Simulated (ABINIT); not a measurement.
# SiC (Moissanite): G0W0 with ABINIT, start to end, part 2 of 3

Aim: the G0W0 gap of SiC (Moissanite) on LDA, step by step.

ABINIT 10.8.3; LDA and many-body steps on it, plane waves. Known limits of the many-body steps: not at the basis limit; coarse k mesh.

So far. Step 2 (Ground state): The gap is indirect, with the least direct gap 1.77 eV higher.

## (3) Bands along the symmetry lines

Level of this step: DFT, LDA, plane waves, norm-conserving pseudopotentials (ABINIT).

The cheap functional maps the bands first; the places of the edges decide which points the dearer methods must see.

File run.abi:

```
acell 3*1.0 Angstrom
rprim 
  3.075999999976 0.000000000005 0.000000000000
  -1.537999999993 2.663894142018 0.000000000000
  0.000000000000 0.000000000000 5.048000000000
ntypat 2
znucl 14 6
natom 4
typat 1 1 2 2
xred 
  0.333333333333 0.666666666667 0.000000000000
  0.666666666667 0.333333333333 0.500000000000
  0.333333333333 0.666666666667 0.385000000000
  0.666666666667 0.333333333333 0.885000000000
pp_dirpath "pseudos"
pseudos "Si.upf, C.upf"
ecut 37
iscf -2
irdden 1
kptopt 0
nkpt 75
kpt 
  0.00000000 0.00000000 0.00000000
  0.06250000 0.00000000 0.00000000
  0.12500000 0.00000000 0.00000000
  0.18750000 0.00000000 0.00000000
  0.25000000 0.00000000 0.00000000
  0.31250000 0.00000000 0.00000000
  0.37500000 0.00000000 0.00000000
  0.43750000 0.00000000 0.00000000
  0.50000000 0.00000000 0.00000000
  0.47916667 0.04166667 0.00000000
  0.45833333 0.08333333 0.00000000
  0.43750000 0.12500000 0.00000000
  0.41666666 0.16666666 0.00000000
  0.39583333 0.20833333 0.00000000
  0.37500000 0.25000000 0.00000000
  0.35416666 0.29166666 0.00000000
  0.33333333 0.33333333 0.00000000
  0.29166666 0.29166666 0.00000000
  0.25000000 0.25000000 0.00000000
  0.20833333 0.20833333 0.00000000
  0.16666666 0.16666666 0.00000000
  0.12500000 0.12500000 0.00000000
  0.08333333 0.08333333 0.00000000
  0.04166667 0.04166667 0.00000000
  0.00000000 0.00000000 0.00000000
  0.00000000 0.00000000 0.06250000
  0.00000000 0.00000000 0.12500000
  0.00000000 0.00000000 0.18750000
  0.00000000 0.00000000 0.25000000
  0.00000000 0.00000000 0.31250000
  0.00000000 0.00000000 0.37500000
  0.00000000 0.00000000 0.43750000
  0.00000000 0.00000000 0.50000000
  0.06250000 0.00000000 0.50000000
  0.12500000 0.00000000 0.50000000
  0.18750000 0.00000000 0.50000000
  0.25000000 0.00000000 0.50000000
  0.31250000 0.00000000 0.50000000
  0.37500000 0.00000000 0.50000000
  0.43750000 0.00000000 0.50000000
  0.50000000 0.00000000 0.50000000
  0.47916667 0.04166667 0.50000000
  0.45833333 0.08333333 0.50000000
  0.43750000 0.12500000 0.50000000
  0.41666666 0.16666666 0.50000000
  0.39583333 0.20833333 0.50000000
  0.37500000 0.25000000 0.50000000
  0.35416666 0.29166666 0.50000000
  0.33333333 0.33333333 0.50000000
  0.29166666 0.29166666 0.50000000
  0.25000000 0.25000000 0.50000000
  0.20833333 0.20833333 0.50000000
  0.16666666 0.16666666 0.50000000
  0.12500000 0.12500000 0.50000000
  0.08333333 0.08333333 0.50000000
  0.04166667 0.04166667 0.50000000
  0.00000000 0.00000000 0.50000000
  0.50000000 0.00000000 0.50000000
  0.50000000 0.00000000 0.43750000
  0.50000000 0.00000000 0.37500000
  0.50000000 0.00000000 0.31250000
  0.50000000 0.00000000 0.25000000
  0.50000000 0.00000000 0.18750000
  0.50000000 0.00000000 0.12500000
  0.50000000 0.00000000 0.06250000
  0.50000000 -0.00000000 0.00000000
  0.33333333 0.33333333 0.50000000
  0.33333333 0.33333333 0.43750000
  0.33333333 0.33333333 0.37500000
  0.33333333 0.33333333 0.31250000
  0.33333333 0.33333333 0.25000000
  0.33333333 0.33333333 0.18750000
  0.33333333 0.33333333 0.12500000
  0.33333333 0.33333333 0.06250000
  0.33333333 0.33333333 0.00000000
istwfk *1
nband 15
nbdbuf 2
tolwfr 1e-08
nstep 40
prtwf 0
prtvol 0
indata_prefix "in"
outdata_prefix "out"
tmpdata_prefix "tmp"
```

Command:

```console
OMP_NUM_THREADS=1 mpirun -n 4 abinit run.abi > log
```

Numbers of over 12 decimals in the logs are rounded to 6 here.

Log:

```text
.Version 10.8.3 of ABINIT. v10.8.2 released Aug 2026.

 Symmetries : space group P6_3 m c (#186); Bravais hP (primitive hexag.)
[... echo of the input left out ...]
== DATASET  1 ==================================================================
-   mpi_nproc: 4, omp_nthreads: 1 (-1 if OMP is not activated)

--- !DatasetInfo
iteration_state: {dtset: 1, }
dimensions: {natom: 4, nkpt: 75, mband: 15, nsppol: 1, nspinor: 1, nspden: 1, mpw: 3033, }
cutoff_energies: {ecut:  37.0, pawecutdg:  -1.0, }
electrons: {nelect:   1.60000000E+01, charge:   0.00000000E+00, occopt:   1.00000000E+00, tsmear:   1.00000000E-02, }

 Real(R)+Recip(G) space primitive vectors, cartesian coordinates (Bohr,Bohr^-1):
 R(1)=  5.8127976  0.0000000  0.0000000  G(1)=  0.1720342  0.0993240  0.0000000
 R(2)= -2.9063988  5.0340304  0.0000000  G(2)=  0.0000000  0.1986480  0.0000000
 R(3)=  0.0000000  0.0000000  9.5393375  G(3)=  0.0000000  0.0000000  0.1048291
 Unit cell volume ucvol=  2.7913818E+02 bohr^3
 Angles (23,13,12)=  9.00000000E+01  9.00000000E+01  1.20000000E+02 degrees

 getcut: wavevector=  0.0000  0.0000  0.0000  ngfft=  32  32  54
         ecut(hartree)=     37.000   => boxcut(ratio)=   2.01048

--- Pseudopotential description ------------------------------------------------
- Si Generated using ONCVPSP code by D. R. Hamann
- 14.00000   4.00000  180309                  znucl, zion, pspdat
12 -1012 2 -1 1510                            pspcod,pspxc,lmax,lloc,mmax
     nproj     2     2     2
  pspatm : epsatm=    6.67003958
         --- l  ekb(1:nproj) -->
             0    5.565958    0.856966
             1    2.726111    0.629828
             2   -2.124804   -0.444604
 pspatm: atomic psp has been read  and splines computed

- C Generated using ONCVPSP code by D. R. Hamann
-  6.00000   4.00000  180309                  znucl, zion, pspdat
12 -1012 1 -1 1234                            pspcod,pspxc,lmax,lloc,mmax
     nproj     2     2     0
  pspatm : epsatm=    4.35103003
         --- l  ekb(1:nproj) -->
[...]
pspatm: atomic psp has been read  and splines computed

--------------------------------------------------------------------------------

================================================================================
 prteigrs : about to open file out_EIG
 Non-SCF case, kpt    1 (  0.00000  0.00000  0.00000), residuals and eigenvalues=
  2.58E-09  2.79E-09  8.47E-09  1.66E-09  9.88E-09  1.27E-09  9.38E-09  4.70E-09
  6.71E-09  6.55E-09  7.28E-09  9.61E-09  4.33E-09  8.08E-09  1.18E-07
 -3.0269E-01 -1.7224E-01 -4.8163E-02  2.1498E-01  2.1498E-01  2.6212E-01
  2.6212E-01  2.7216E-01  4.4056E-01  4.9390E-01  5.0767E-01  5.0767E-01
[...]
Non-SCF case, kpt    2 (  0.06250  0.00000  0.00000), residuals and eigenvalues=
  2.77E-09  3.29E-09  5.00E-09  6.75E-09  6.42E-09  4.70E-09  8.43E-09  2.51E-09
[...]
Non-SCF case, kpt   74 (  0.33333  0.33333  0.06250), residuals and eigenvalues=
[...]
Non-SCF case, kpt   75 (  0.33333  0.33333  0.00000), residuals and eigenvalues=
[...]
-1.3474E-01 -1.3474E-01  1.5955E-02  3.3790E-02  3.3790E-02  1.2031E-01
  1.2329E-01  1.2329E-01  3.5382E-01  5.6105E-01  5.8651E-01  5.8651E-01
[...]
--- !ResultsGS
iteration_state: {dtset: 1, }
comment   : Summary of ground state results
lattice_vectors:
- [  5.8127976,   0.0000000,   0.0000000, ]
- [ -2.9063988,   5.0340304,   0.0000000, ]
- [  0.0000000,   0.0000000,   9.5393375, ]
lattice_lengths: [   5.81280,    5.81280,    9.53934, ]
lattice_angles: [ 90.000,  90.000, 120.000, ] # degrees, (23, 13, 12)
lattice_volume:   2.7913818E+02
convergence: {deltae:  0.000E+00, res2:  0.000E+00, residm:  9.994E-09, diffor:  0.000E+00, }
etotal    :  -2.06308825E+01
entropy   :   0.00000000E+00
fermie    :   2.72164904E-01
cartesian_stress_tensor: null
pressure_GPa: null
xred      :
- [  3.3333E-01,   6.6667E-01,   0.0000E+00, Si]
- [  6.6667E-01,   3.3333E-01,   5.0000E-01, Si]
- [  3.3333E-01,   6.6667E-01,   3.8500E-01,  C]
- [  6.6667E-01,   3.3333E-01,   8.8500E-01,  C]
cartesian_forces: null
force_length_stats: {min: null, max: null, mean: null, }

 Integrated electronic density in atomic spheres:
 ------------------------------------------------
 Atom  Sphere_radius  Integrated_density
[...]
================================================================================

 ----iterations are completed or convergence reached----

 Mean square residual over all n,k,spin=   53.196E-10; max=  99.936E-10
 reduced coordinates (array xred) for    4 atoms
[...]
0.333333333333      0.666666666667      0.385000000000
       0.666666666667      0.333333333333      0.885000000000

 cartesian coordinates (angstrom) at end:
    1     -3.33e-12     1.775929     0.000000
    2      1.538000     0.887965     2.524000
    3     -3.33e-12     1.775929     1.943480
    4      1.538000     0.887965     4.467480
 length scales=  1.889726125908  1.889726125908  1.889726125908 bohr
              =  1.000000000000  1.000000000000  1.000000000000 angstroms
 prteigrs : about to open file out_EIG
 Eigenvalues (hartree) for nkpt=  75  k points:
 kpt#   1, nband= 15, wtk=  1.00000, kpt=  0.0000  0.0000  0.0000 (reduced coord)
[...]
kpt#   2, nband= 15, wtk=  1.00000, kpt=  0.0625  0.0000  0.0000 (reduced coord)
[...]
kpt#   3, nband= 15, wtk=  1.00000, kpt=  0.1250  0.0000  0.0000 (reduced coord)
[...]
kpt#  74, nband= 15, wtk=  1.00000, kpt=  0.3333  0.3333  0.0625 (reduced coord)
  -0.13437   -0.13437    0.01661    0.03066    0.03066    0.11850    0.12730    0.12730
   0.35690    0.56058    0.57423    0.57423    0.61965    0.61965    0.69424
 kpt#  75, nband= 15, wtk=  1.00000, kpt=  0.3333  0.3333  0.0000 (reduced coord)
  -0.13474   -0.13474    0.01596    0.03379    0.03379    0.12031    0.12329    0.12329
   0.35382    0.56105    0.58651    0.58651    0.61282    0.61282    0.69027

== END DATASET(S) ==============================================================
================================================================================

 -outvars: echo values of variables after computation  --------
            nband          15
             nkpt          75
          spgroup         186
 [... the other variables as echoed above ...]

 Calculation completed.
```

Wall time 10 s (4 MPI ranks of Arm Neoverse V2, shared host); peak memory 0.31 GiB.

This step gave:

- gap: 2.222 eV
- k of the valence top: 0, 0, 0
- k of the conduction bottom: 0.3333, 0.3333, 0
- least direct gap: 3.994 eV

The gap is 2.222 eV, as in the run before at this level.

Electronic bands along the path, in eV, zero at the top of the highest filled band; v1 is the highest filled band, c1 the lowest empty one:

```
    point     v4     v3     v2     v1    c1    c2    c3    c4
        Γ  -1.56  -0.27  -0.27   0.00  4.58  6.03  6.41  6.41
        M  -5.45  -3.55  -3.29  -1.49  2.50  4.13  6.68  7.14
        K  -6.49  -4.13  -4.05  -4.05  2.22  7.86  8.55  8.55
        Γ  -1.56  -0.27  -0.27   0.00  4.58  6.03  6.41  6.41
        A  -0.96  -0.96  -0.96  -0.96  5.65  5.65  7.08  7.08
        L  -2.69  -2.69  -2.34  -2.34  3.11  3.11  4.90  4.90
        H  -5.89  -5.89  -1.76  -1.76  4.77  4.77  5.87  5.87
        A  -0.96  -0.96  -0.96  -0.96  5.65  5.65  7.08  7.08
jump to L  -2.69  -2.69  -2.34  -2.34  3.11  3.11  4.90  4.90
        M  -5.45  -3.55  -3.29  -1.49  2.50  4.13  6.68  7.14
jump to H  -5.89  -5.89  -1.76  -1.76  4.77  4.77  5.87  5.87
        K  -6.49  -4.13  -4.05  -4.05  2.22  7.86  8.55  8.55
```

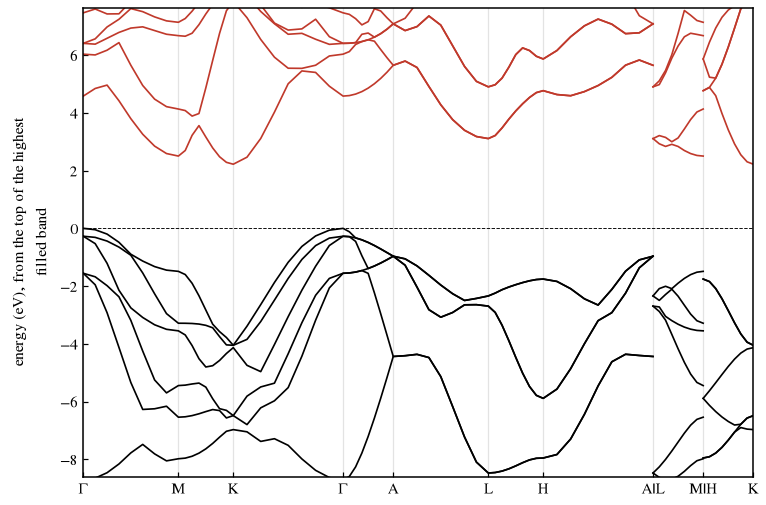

Electronic bands along the path; lines of filled and empty bands in two colours.

## (4) Empty states on the mesh, 3×3×2 mesh, 43 bands

The sums over transitions need many empty states on a uniform mesh; this step solves for them.

File run.abi:

```
acell 3*1.0 Angstrom
rprim 
  3.075999999976 0.000000000005 0.000000000000
  -1.537999999993 2.663894142018 0.000000000000
  0.000000000000 0.000000000000 5.048000000000
ntypat 2
znucl 14 6
natom 4
typat 1 1 2 2
xred 
  0.333333333333 0.666666666667 0.000000000000
  0.666666666667 0.333333333333 0.500000000000
  0.333333333333 0.666666666667 0.385000000000
  0.666666666667 0.333333333333 0.885000000000
pp_dirpath "pseudos"
pseudos "Si.upf, C.upf"
ecut 37
ngkpt 3 3 2
nshiftk 1
shiftk 0 0 0
kptopt 1
chksymbreak 0
iscf -2
irdden 1
istwfk *1
nband 43
nbdbuf 4
tolwfr 1e-09
nstep 60
prtvol 0
indata_prefix "in"
outdata_prefix "out"
tmpdata_prefix "tmp"
```

Log:

```text
.Version 10.8.3 of ABINIT. v10.8.2 released Aug 2026.

 Symmetries : space group P6_3 m c (#186); Bravais hP (primitive hexag.)
[... echo of the input left out ...]
== DATASET  1 ==================================================================
-   mpi_nproc: 4, omp_nthreads: 1 (-1 if OMP is not activated)

--- !DatasetInfo
iteration_state: {dtset: 1, }
dimensions: {natom: 4, nkpt: 6, mband: 43, nsppol: 1, nspinor: 1, nspden: 1, mpw: 3018, }
cutoff_energies: {ecut:  37.0, pawecutdg:  -1.0, }
electrons: {nelect:   1.60000000E+01, charge:   0.00000000E+00, occopt:   1.00000000E+00, tsmear:   1.00000000E-02, }

 Real(R)+Recip(G) space primitive vectors, cartesian coordinates (Bohr,Bohr^-1):
 R(1)=  5.8127976  0.0000000  0.0000000  G(1)=  0.1720342  0.0993240  0.0000000
 R(2)= -2.9063988  5.0340304  0.0000000  G(2)=  0.0000000  0.1986480  0.0000000
 R(3)=  0.0000000  0.0000000  9.5393375  G(3)=  0.0000000  0.0000000  0.1048291
 Unit cell volume ucvol=  2.7913818E+02 bohr^3
 Angles (23,13,12)=  9.00000000E+01  9.00000000E+01  1.20000000E+02 degrees

 getcut: wavevector=  0.0000  0.0000  0.0000  ngfft=  32  32  54
         ecut(hartree)=     37.000   => boxcut(ratio)=   2.01048

--- Pseudopotential description ------------------------------------------------
- Si Generated using ONCVPSP code by D. R. Hamann
- 14.00000   4.00000  180309                  znucl, zion, pspdat
12 -1012 2 -1 1510                            pspcod,pspxc,lmax,lloc,mmax
     nproj     2     2     2
  pspatm : epsatm=    6.67003958
         --- l  ekb(1:nproj) -->
             0    5.565958    0.856966
             1    2.726111    0.629828
             2   -2.124804   -0.444604
 pspatm: atomic psp has been read  and splines computed

- C Generated using ONCVPSP code by D. R. Hamann
-  6.00000   4.00000  180309                  znucl, zion, pspdat
12 -1012 1 -1 1234                            pspcod,pspxc,lmax,lloc,mmax
     nproj     2     2     0
  pspatm : epsatm=    4.35103003
         --- l  ekb(1:nproj) -->
[...]
pspatm: atomic psp has been read  and splines computed

--------------------------------------------------------------------------------

================================================================================
 prteigrs : about to open file out_EIG
 Non-SCF case, kpt    1 (  0.00000  0.00000  0.00000), residuals and eigenvalues=
  8.33E-10  2.80E-10  5.52E-10  1.93E-10  4.32E-10  3.50E-10  6.86E-10  1.59E-10
  8.61E-11  1.06E-10  1.54E-10  6.63E-10  9.58E-10  9.21E-11  1.84E-10  2.15E-10
  1.82E-10  3.24E-10  8.07E-10  2.54E-10  8.85E-10  2.38E-10  2.18E-10  2.00E-10
[...]
-3.0269E-01 -1.7224E-01 -4.8163E-02  2.1498E-01  2.1498E-01  2.6212E-01
  2.6212E-01  2.7216E-01  4.4056E-01  4.9390E-01  5.0767E-01  5.0767E-01
  5.4654E-01  5.8860E-01  5.8860E-01  6.8274E-01  6.8959E-01  6.8959E-01
  7.2897E-01  8.2176E-01  8.2176E-01  8.7136E-01  9.0002E-01  1.0127E+00
  1.0127E+00  1.0165E+00  1.1927E+00  1.1927E+00  1.2654E+00  1.2977E+00
  1.2977E+00  1.3732E+00  1.4107E+00  1.4107E+00  1.4710E+00  1.5637E+00
  1.5637E+00  1.5655E+00  1.6271E+00  1.6379E+00  1.6379E+00  1.6612E+00
  1.8166E+00
 prteigrs : prtvol=0 or 1, do not print more k-points.

--- !ResultsGS
iteration_state: {dtset: 1, }
comment   : Summary of ground state results
lattice_vectors:
- [  5.8127976,   0.0000000,   0.0000000, ]
- [ -2.9063988,   5.0340304,   0.0000000, ]
- [  0.0000000,   0.0000000,   9.5393375, ]
lattice_lengths: [   5.81280,    5.81280,    9.53934, ]
lattice_angles: [ 90.000,  90.000, 120.000, ] # degrees, (23, 13, 12)
lattice_volume:   2.7913818E+02
convergence: {deltae:  0.000E+00, res2:  0.000E+00, residm:  9.975E-10, diffor:  0.000E+00, }
etotal    :  -2.06308825E+01
entropy   :   0.00000000E+00
fermie    :   2.72164904E-01
cartesian_stress_tensor: null
pressure_GPa: null
xred      :
- [  3.3333E-01,   6.6667E-01,   0.0000E+00, Si]
- [  6.6667E-01,   3.3333E-01,   5.0000E-01, Si]
- [  3.3333E-01,   6.6667E-01,   3.8500E-01,  C]
- [  6.6667E-01,   3.3333E-01,   8.8500E-01,  C]
cartesian_forces: null
force_length_stats: {min: null, max: null, mean: null, }

 Integrated electronic density in atomic spheres:
 ------------------------------------------------
 Atom  Sphere_radius  Integrated_density
[...]
================================================================================

 ----iterations are completed or convergence reached----

 Mean square residual over all n,k,spin=   43.225E-11; max=  99.745E-11
 reduced coordinates (array xred) for    4 atoms
[...]
0.666666666667      0.333333333333      0.885000000000

 cartesian coordinates (angstrom) at end:
    1     -3.33e-12     1.775929     0.000000
    2      1.538000     0.887965     2.524000
    3     -3.33e-12     1.775929     1.943480
    4      1.538000     0.887965     4.467480
 length scales=  1.889726125908  1.889726125908  1.889726125908 bohr
              =  1.000000000000  1.000000000000  1.000000000000 angstroms
 prteigrs : about to open file out_EIG
 Eigenvalues (hartree) for nkpt=   6  k points:
 kpt#   1, nband= 43, wtk=  0.05556, kpt=  0.0000  0.0000  0.0000 (reduced coord)
[...]
1.01266    1.01652    1.19268    1.19268    1.26544    1.29772    1.29772    1.37322
   1.41065    1.41065    1.47104    1.56373    1.56373    1.56549    1.62707    1.63792
   1.63792    1.66116    1.81661
 prteigrs : prtvol=0 or 1, do not print more k-points.

== END DATASET(S) ==============================================================
================================================================================

 -outvars: echo values of variables after computation  --------
            nband          43
             nkpt           6
          spgroup         186
 [... the other variables as echoed above ...]

 Calculation completed.
```

It took 4.7 s on 4 MPI ranks; peak memory 0.27 GiB; 19 s of CPU time.

This step gave:

- gap: 2.222 eV
- k of the valence top: 0, 0, 0
- k of the conduction bottom: 0.3333, 0.3333, 0
- least direct gap: 4.311 eV
- k points computed: 6
- lowest point of the top converged band, above the valence top: 34.39 eV

On this mesh the gap is 2.222 eV.

[end of part 2 of 3]

[Paths, hosts, dates, memory and timing lines, banners, echoed tables and standing remarks are left out of the program output.]

[Logs are printed without paths, hosts, clocks, repeated set-up lines and the standing remarks that a program may print on its own settings, such as how far it seeks lower states.]

[Runs of the session that timed out or met a known fault of the program may be left out.]

[Hosts, paths, dates, database ids (printed as entryN), source tags and the programs' standing remarks are cut or masked in the printed files.]

[G0W0 gaps are taken among the corrected bands and points alone; a level outside them can change the order at an edge.]

[Where Ansatz stands beside ABINIT at settings called matched, ABINIT's density can come from a denser mesh and the files from another edition; pairs whose starting gaps differed by over 0.03 eV were left out, so agreement reads better than it is.]
